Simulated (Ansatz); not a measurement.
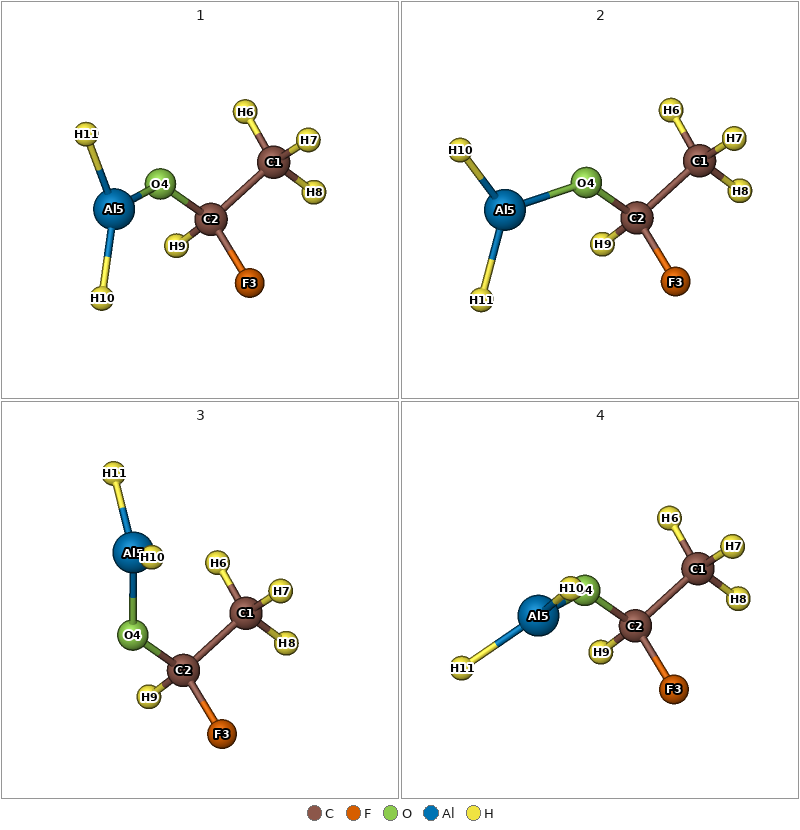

C2H6AlFO, SMILES CC(F)[O][AlH2]. First axis: dihedral C1–C2–O4–Al5. Second axis: dihedral C2–O4–Al5–H10. Nothing is relaxed (all other coordinates rigid). The scan uses a 9 × 9 grid. Points are written as (first, second). Energies: kJ/mol, counted from the lowest grid point. The calculation used Ansatz 0.2.0, RKS r2SCAN-D4/def2-SVP.

The numbered pictures are structures from this grid.

> Rank them by energy, lowest first.

1, at (−140°, −20°): 0.0 kJ/mol; 2, at (−180°, −180°): 7.2 kJ/mol; 4, at (−140°, 100°): 10.0 kJ/mol; 3, at (−20°, −100°): 19.9 kJ/mol.

The map, with the structures marked:

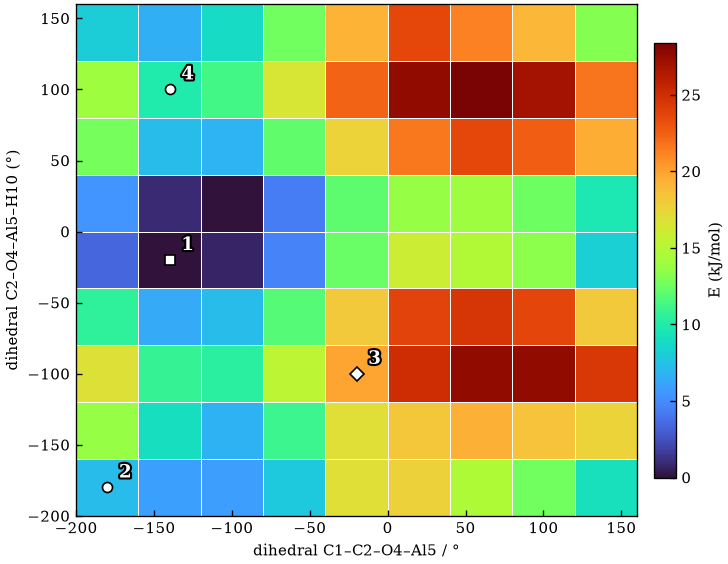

In the figure: one coloured cell a grid point.
